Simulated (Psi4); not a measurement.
# C2HClF2 (SMILES FC(F)=CCl) at HF/STO-3G

Aim: the energy change on altering one bond length of C2HClF2 at HF/STO-3G, from 2 runs. 

Program for the calculation: Psi4 1.11.

1 further run of the same task is left out (it didn't finish).

## (1) The system as given

C2HClF2 has 6 atoms, charge 0, and is taken as a singlet. As SMILES, `FC(F)=CCl`. Geometry: relaxed at PBE0-D4/def2-TZVP.

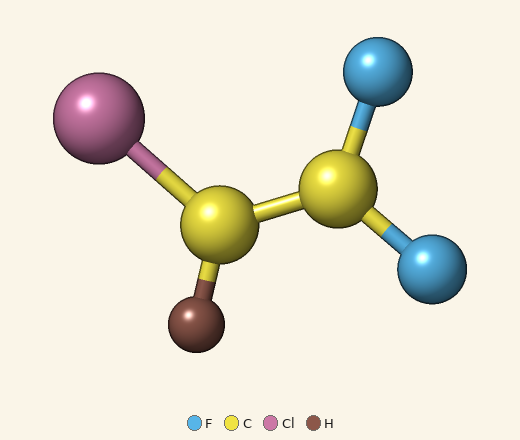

The structure, seen from a chosen angle (fluorine blue, carbon yellow, chlorine pink, hydrogen brown).

## (2) Energy and forces at HF/STO-3G

File input.json:

```json
{
  "schema_name": "qcschema_input",
  "schema_version": 1,
  "molecule": {
    "schema_name": "qcschema_molecule",
    "schema_version": 2,
    "symbols": ["F", "C", "F", "C", "Cl", "H"],
    "geometry": [1.70266214, -1.53139626, 2.53608805, 0.5057852, -1.06240403, 0.41643895, 0.36379118, -3.08520467, -0.98781654, -0.4126406, 1.18442364, -0.1635558, -1.96344434, 1.75069897, -2.93304392, -0.19615357, 2.74388233, 1.13188926],
    "molecular_charge": 0,
    "molecular_multiplicity": 1,
    "fix_symmetry": "c1",
    "fix_com": true,
    "fix_orientation": true
  },
  "driver": "gradient",
  "model": {
    "method": "hf",
    "basis": "STO-3G"
  },
  "keywords": {
    "puream": true,
    "e_convergence": 1e-09,
    "d_convergence": 1e-08,
    "scf_type": "pk",
    "scf_properties": ["DIPOLE", "MULLIKEN_CHARGES", "MAYER_INDICES"]
  }
}
```

Command:

```
$ psi4 --qcschema input.json -n 1 --memory 2200MB
```

stdout:

```text
[...]
  Running in c1 symmetry.
[...]
  Nuclear repulsion =  213.574873855641926
[...]
  Multiplicity = 1
[...]
  Nalpha       = 24
  Nbeta        = 24
[...]
    Number of basis functions: 30
[...]
   @RHF iter   1:  -725.86792527178591   -1.75364e+00   1.35034e-02 ADIIS/DIIS
[...]
   @RHF iter  11:  -725.99134885827630   -4.54747e-13   3.81374e-09 DIIS
[...]
    Orbital Energies [Eh]
    ---------------------
    Doubly Occupied:
       1A   -103.727857     2A    -26.034256     3A    -26.032074
       4A    -11.237692     5A    -11.095975     6A    -10.407631
       7A     -7.852037     8A     -7.846074     9A     -7.846073
      10A     -1.624716    11A     -1.553247    12A     -1.109615
      13A     -0.959013    14A     -0.766909    15A     -0.695575
      16A     -0.660545    17A     -0.653544    18A     -0.539790
      19A     -0.537895    20A     -0.517796    21A     -0.503792
      22A     -0.462772    23A     -0.406219    24A     -0.301763
[...]
  @RHF Final Energy:  -725.99134885827630
   => Energetics <=
    Nuclear Repulsion Energy =            213.5748738556419255
    One-Electron Energy =               -1432.3867284803322946
    Two-Electron Energy =                 492.8205057664140440
    Total Energy =                       -725.9913488582762966
[...]
 Multipole Moments:
 ------------------------------------------------------------------------------------
     Multipole            Electronic (a.u.)      Nuclear  (a.u.)        Total (a.u.)
 ------------------------------------------------------------------------------------
 L = 1.  Multiply by 2.5417464519 to convert [e a0] to [Debye]
 Dipole X            :         14.7076688          -14.4177599            0.2899089
 Dipole Y            :          8.2919394           -8.3115259           -0.0195865
 Dipole Z            :         33.8437141          -33.2781149            0.5655992
 Magnitude           :                                                    0.6358721
[...]
  Mulliken Charges: (a.u.)
   Center  Symbol    Alpha    Beta     Spin     Total
       1     F     4.55842  4.55842  0.00000 -0.11685
       2     C     2.83393  2.83393  0.00000  0.33213
       3     F     4.55682  4.55682  0.00000 -0.11365
       4     C     3.05327  3.05327  0.00000 -0.10655
       5    CL     8.55227  8.55227  0.00000 -0.10453
       6     H     0.44528  0.44528  0.00000  0.10944
   Total alpha = 24.00000, Total beta = 24.00000, Total charge = -0.00000
  Mayer Bond Indices:
[...]
  -Total Gradient:
     Atom            X                  Y                   Z
    ------   -----------------  -----------------  -----------------
       1       -0.023062388329     0.005994994005    -0.042532322375
       2        0.014366902610    -0.038782130489     0.007058967827
       3        0.005017274071     0.041752315109     0.033133641581
       4       -0.019521103707     0.001464097670    -0.038005998504
       5        0.022464364066    -0.008813402008     0.039778675238
       6        0.000734951305    -0.001615874282     0.000567036239
[...]
```

The result, in JSON:

```text
{
 "driver": "gradient",
 "model": {
  "method": "hf",
  "basis": "STO-3G"
 },
 "success": true,
 "return_result": [-0.023062388329100708, 0.005994994004948795, -0.04253232237513532, 0.014366902609950744, -0.0387821304887347, 0.0070589678272055326, 0.005017274070651542, 0.041752315108618376, 0.03313364158079962, -0.01952110370735531, 0.0014640976698939157, -0.038005998504330896, 0.02246436406559299, -0.008813402008486293, 0.03977867523754272, 0.0007349513048419964, -0.0016158742815087779, 0.0005670362392342365],
 "properties": {
  "calcinfo_nbasis": 30,
  "calcinfo_nmo": 30,
  "calcinfo_nalpha": 24,
  "calcinfo_nbeta": 24,
  "calcinfo_natom": 6,
  "nuclear_repulsion_energy": 213.57487385564193,
  "return_energy": -725.9913488582763,
  "return_gradient": [-0.023062388329100708, 0.005994994004948795, -0.04253232237513532, 0.014366902609950744, -0.0387821304887347, 0.0070589678272055326, 0.005017274070651542, 0.041752315108618376, 0.03313364158079962, -0.01952110370735531, 0.0014640976698939157, -0.038005998504330896, 0.02246436406559299, -0.008813402008486293, 0.03977867523754272, 0.0007349513048419964, -0.0016158742815087779, 0.0005670362392342365],
  "scf_one_electron_energy": -1432.3867284803323,
  "scf_two_electron_energy": 492.82050576641404,
  "scf_dipole_moment": [0.289908923131442, -0.019586529153565735, 0.5655992066145217],
  "scf_total_energy": -725.9913488582763,
  "scf_total_gradient": [-0.023062388329100708, 0.005994994004948795, -0.04253232237513532, 0.014366902609950744, -0.0387821304887347, 0.0070589678272055326, 0.005017274070651542, 0.041752315108618376, 0.03313364158079962, -0.01952110370735531, 0.0014640976698939157, -0.038005998504330896, 0.02246436406559299, -0.008813402008486293, 0.03977867523754272, 0.0007349513048419964, -0.0016158742815087779, 0.0005670362392342365],
  "scf_iterations": 11
 }
}
```

Run time: 5.7 s. Hardware: 1 thread of Intel Xeon at 2.50GHz (Skylake/Cascade Lake), shared host; peak memory 0.18 GiB.

## (3) The distorted shape at the same level

File run.py:

```python
import psi4

psi4.set_memory(2200000000)
psi4.set_num_threads(1)
psi4.set_output_file('output.dat', False)

m = psi4.geometry("""
0 1
F
C 1 1.311824
F 2 1.305237 1 111.06578
C 2 1.5187 3 125.79168 1 179.99935
Cl 4 1.706194 2 122.32738 3 1e-05
H 4 1.078919 2 120.12415 3 179.9992
units angstrom
symmetry c1
no_reorient
no_com
""")

psi4.set_options({
    'basis': 'STO-3G',
    'puream': True,
    'e_convergence': 1e-09,
    'd_convergence': 1e-08,
    'scf_type': 'pk',
})

e, wfn = psi4.gradient('scf', molecule=m, return_wfn=True)
psi4.oeprop(wfn, 'DIPOLE', 'MULLIKEN_CHARGES', 'LOWDIN_CHARGES', title='SCF')
print('gradient / Eh bohr^-1')
print(e.np.round(6))
print(f'energy = {wfn.energy():.10f} Eh')
for k, v in sorted(psi4.core.scalar_variables().items()):
    print(f'{k:45s} {v:18.10f}')
```

Command:

```
$ python run.py
```

output.dat:

```text
[...]
  Running in c1 symmetry.
[...]
  Nuclear repulsion =  206.006435204996905
[...]
  Multiplicity = 1
[...]
  Nalpha       = 24
  Nbeta        = 24
[...]
    Number of basis functions: 30
[...]
   @RHF iter   1:  -725.82102365598905   -1.98907e+00   1.39048e-02 DIIS/ADIIS
[...]
   @RHF iter  11:  -725.95147433621082   -2.61480e-12   8.39605e-09 DIIS
[...]
  @RHF Final Energy:  -725.95147433621082
   => Energetics <=
    Nuclear Repulsion Energy =            206.0064352049969045
    One-Electron Energy =               -1417.4857756505230100
    Two-Electron Energy =                 485.5278661093152550
    Total Energy =                       -725.9514743362108220
[...]
  -Total Gradient:
     Atom            X                  Y                   Z
    ------   -----------------  -----------------  -----------------
       1       -0.000000515953    -0.008618027286     0.037279977415
       2        0.000002060985    -0.184487247613    -0.116265036165
       3        0.000000266041     0.036673477088    -0.024205833395
       4       -0.000002378561     0.150820071105     0.143668224956
       5        0.000000163488     0.004239254544    -0.043795623308
       6        0.000000403998     0.001372472150     0.003318290504
[...]
 Multipole Moments:
 ------------------------------------------------------------------------------------
     Multipole            Electronic (a.u.)      Nuclear  (a.u.)        Total (a.u.)
 ------------------------------------------------------------------------------------
 L = 1.  Multiply by 2.5417464519 to convert [e a0] to [Debye]
 Dipole X            :          0.0000100            0.0000050            0.0000150
 Dipole Y            :         -2.8600893            2.8256462           -0.0344430
 Dipole Z            :         -1.0950005            0.3760818           -0.7189187
 Magnitude           :                                                    0.7197433
[...]
  Mulliken Charges: (a.u.)
   Center  Symbol    Alpha    Beta     Spin     Total
       1     F     4.55474  4.55474  0.00000 -0.10947
       2     C     2.83393  2.83393  0.00000  0.33214
       3     F     4.55298  4.55298  0.00000 -0.10597
       4     C     3.04910  3.04910  0.00000 -0.09819
       5    CL     8.55810  8.55810  0.00000 -0.11620
       6     H     0.45115  0.45115  0.00000  0.09770
   Total alpha = 24.00000, Total beta = 24.00000, Total charge =  0.00000
  Lowdin Charges: (a.u.)
   Center  Symbol    Alpha    Beta     Spin     Total
[...]
```

On the terminal:

```text
gradient / Eh bohr^-1
[[-1.00000e-06 -8.61800e-03  3.72800e-02]
 [ 2.00000e-06 -1.84487e-01 -1.16265e-01]
 [ 0.00000e+00  3.66730e-02 -2.42060e-02]
 [-2.00000e-06  1.50820e-01  1.43668e-01]
 [ 0.00000e+00  4.23900e-03 -4.37960e-02]
 [ 0.00000e+00  1.37200e-03  3.31800e-03]]
energy = -725.9514743362 Eh
CURRENT ENERGY                                   -725.9514743362
CURRENT REFERENCE ENERGY                         -725.9514743362
DD SOLVATION ENERGY                                 0.0000000000
HF KINETIC ENERGY                                 714.4616938550
HF POTENTIAL ENERGY                             -1440.4131681912
HF TOTAL ENERGY                                  -725.9514743362
HF VIRIAL RATIO                                     2.0160817306
NUCLEAR REPULSION ENERGY                          206.0064352050
ONE-ELECTRON ENERGY                             -1417.4857756505
PCM POLARIZATION ENERGY                             0.0000000000
PE ENERGY                                           0.0000000000
SCF ITERATION ENERGY                             -725.9514743362
SCF ITERATIONS                                     11.0000000000
SCF TOTAL ENERGY                                 -725.9514743362
TWO-ELECTRON ENERGY                               485.5278661093
```

Wall time 6 s (1 thread of Intel Xeon at 2.50GHz (Skylake/Cascade Lake), shared host); peak memory 0.18 GiB.

## (4) Summary of results

At HF/STO-3G:

| quantity | value |
| --- | --- |
| first shape: total energy | -725.99135 Eh |
| first shape: dipole moment | 1.62 D |
| first shape: HOMO energy | -8.21 eV |
| first shape: LUMO energy | 7.67 eV |
| first shape: HOMO–LUMO gap | 15.89 eV |
| first shape: largest force on an atom | 2.753 eV/Å |
| distorted shape: total energy | -725.95147 Eh |
| distorted shape: dipole moment | 1.83 D |
| distorted shape: HOMO energy | -6.97 eV |
| distorted shape: LUMO energy | 6.15 eV |
| distorted shape: HOMO–LUMO gap | 13.12 eV |
| distorted shape: largest force on an atom | 11.213 eV/Å |
| energy change with the C2–C4 bond stretched from 1.321 to 1.519 Å | 1.085 eV |

What this shows: With the C2–C4 bond stretched from 1.321 to 1.519 Å the energy rises by 1.09 eV (25 kcal/mol). The first shape isn't relaxed at this level, so the change isn't measured from a minimum. The minimal basis adds a large error of its own. The largest force (first shape) is 2.75 eV/Å: the shape isn't a stationary point for this species at this level.
